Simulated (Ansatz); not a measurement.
# Gate voltage at the highest density: Zr2CF2 MXene monolayer

A layer charged from two gates alike needs a voltage that grows with the carrier density; the slope is e over the total capacitance.

**Method.** Ansatz 0.2.0, plane waves with PAW datasets (its set soft_2), PBE-D3(BJ); isolated slab, charged sheets 4 Å from the outer atoms behind model barriers, atoms held, Fermi-Dirac smearing of 0.05 eV. The voltage is that of the gates (their mean) against the layer's Fermi level, from the uncharged case, which has no gap over 0.05 eV.

| run | added electrons (10¹³ per cm²) | gate voltage (V) |
| --- | --- | --- |
| run 1 | −1.00 | −0.36 |
| run 2 | −2.00 | −0.71 |
| run 3 | −4.00 | −1.43 |
| run 4 | −7.00 | −2.50 |
| run 5 | −11.00 | ? |

Q: Estimate the withheld value from the rows shown.

A least-squares line through the 4 rows shown has slope 0.3571 and intercept −0.0002; no row lies more than 0.01 V off it. The capacitance is 1.602/0.3571 = 4.49 µF/cm², against 4.43 µF/cm² for plates 4 Å apart in vacuum on both sides; it is the larger, as where the added charge has its centre outside the outer atoms (not examined here). At −11.00 it gives 0.3571 × (−11.00) + (−0.0002) = −3.93 V, beyond the rows fitted. Rounding and scatter of the rows alone allow about ±0.012 V there.

The run itself gives −3.93 V: a miss of 0.00 V, or 0.0 % of the value. The line holds within the rounding of the rows.

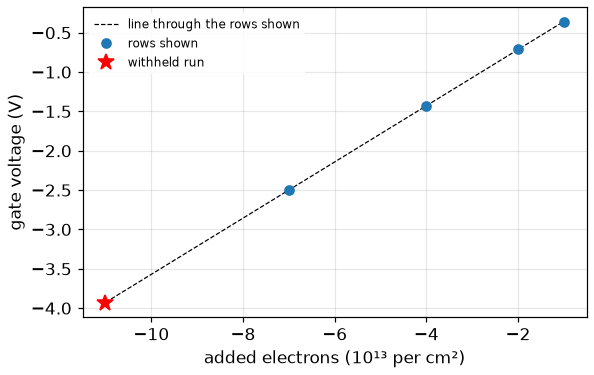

The fit and the withheld run.

Caveats: The gates are model sheets, not atoms, and low densities sample few k-points.
